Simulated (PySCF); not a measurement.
```xyz
16
charge 0, multiplicity 1
Si   -2.9428   -0.2835   -0.0546
O    -1.7750    0.7427   -0.5904
C    -0.4686    0.5373   -0.3790
C     0.4212    1.4267   -0.8182
O     1.7733    1.3572   -0.6757
Si    2.7074    0.1084   -0.1780
Si    1.1766   -1.0810    1.0588
O    -0.2045   -0.6101    0.2813
H    -4.0834    0.4720   -0.5484
H    -2.9070   -0.4017    1.4025
H    -2.8020   -1.6039   -0.6655
H     0.0799    2.3083   -1.3368
H     3.2024   -0.5860   -1.3768
H     3.7900    0.8390    0.4741
H     1.0022   -0.6891    2.4653
H     1.0226   -2.5273    0.9298
```

Describe the molecule in this file.

Formula C₂H₈O₃Si₃. SMILES: `[SiH3]OC1=CO[SiH2][SiH2]O1`. Independent rings (smallest set): 1 of 6 members. Among its groups: alkene, Si–H bond, Si–O bond. This geometry has C1 symmetry. Coordination: 3 Si tetrahedral; 3 O bent; 2 C trigonal planar.

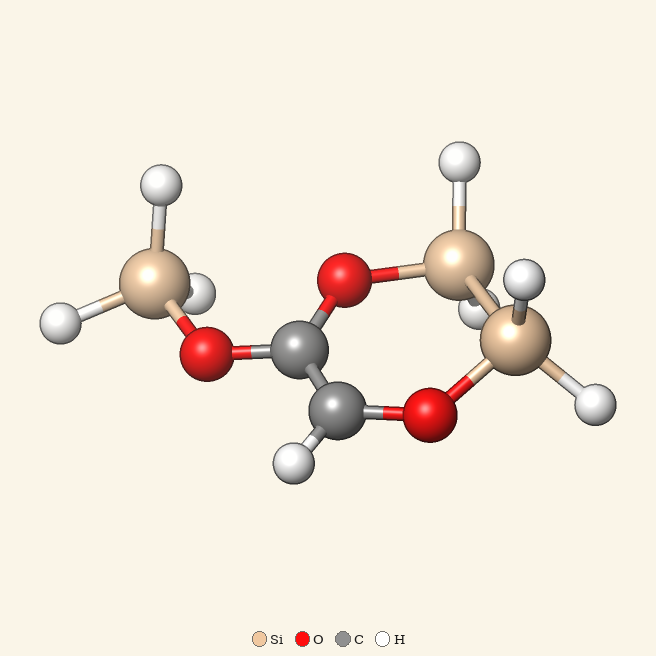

Source: calculation with PySCF.
